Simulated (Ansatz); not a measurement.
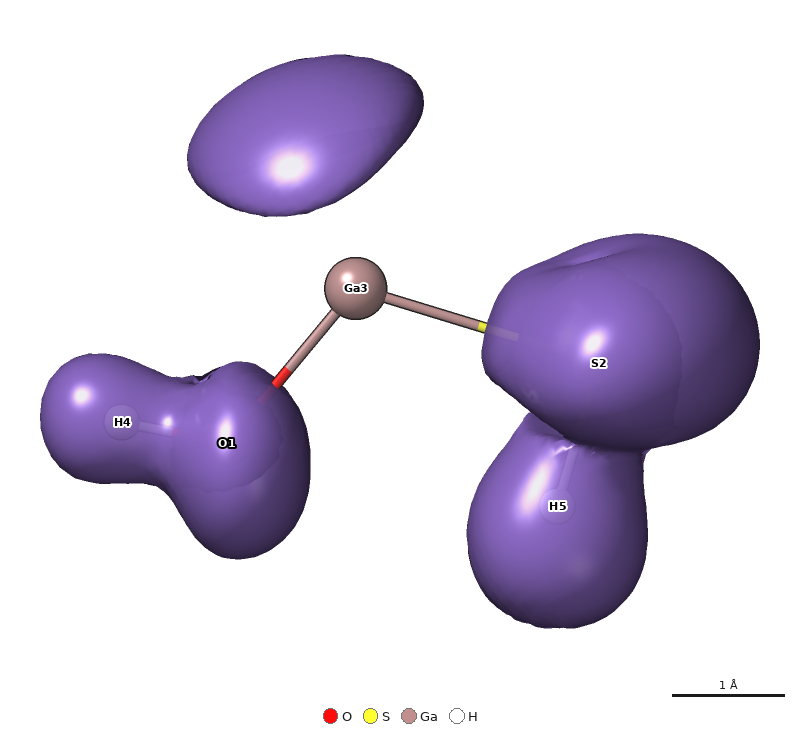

Figure 1: GaH2OS (doublet). Isosurface of the electron localisation function at 0.75 (purple), seen at an oblique angle. Core shells and regions of very low density are left out.

The calculation used UKS B3LYP/def2-SVPD in Ansatz 0.2.0.

Input

```
crystal:
  periodic: [false, false, false]
  atoms:
    - { symbol: O, position_ang: [-0.62104, -0.2428, -0.59623] }
    - { symbol: S, position_ang: [-1.31531, 0.8769, 0.56243] }
    - { symbol: Ga, position_ang: [1.0586, 0.98123, 0.31423] }
    - { symbol: H, position_ang: [-1.1572, -1.04314, -0.58269] }
    - { symbol: H, position_ang: [-2.18941, 1.24586, 1.56454] }
magnetization:
  spin_polarized: true
  initial_magnetization: 1
basis:
  gaussian: { orbitals: def2-SVPD }
hamiltonian:
  xc: b3lyp
relax:
  f_tol: 0.02
  max_steps: 50
output:
  orbitals: {}
```

Run with:

```sh
ansatz run input.yaml --threads 2 --pin off --max-ram 3072MiB --backend cpu --events-out ev --progress --plain --runs-dir out
```

The fields are those of the relaxed geometry.

Q: What do the ELF domains correspond to?

A: At this value the surface marks out one lobe on Ga, pointing away from the bonds (non-bonding electrons), one joined region spread over several atoms (H, O), in which their bonds and any lone pairs are merged and one joined region spread over several atoms (H, S), in which their bonds and any lone pairs are merged. Along the contacts the grid gives the following. Ga–O (1.83 Å): the ELF peaks at about 0.85 in the valence shell of O, 0.6 Å from its nucleus, and is about 0.25 at the midpoint. Ga–S (2.28 Å): the ELF peaks at about 0.85 in the valence shell of S, 0.9 Å from its nucleus, and is about 0.65 at the midpoint.
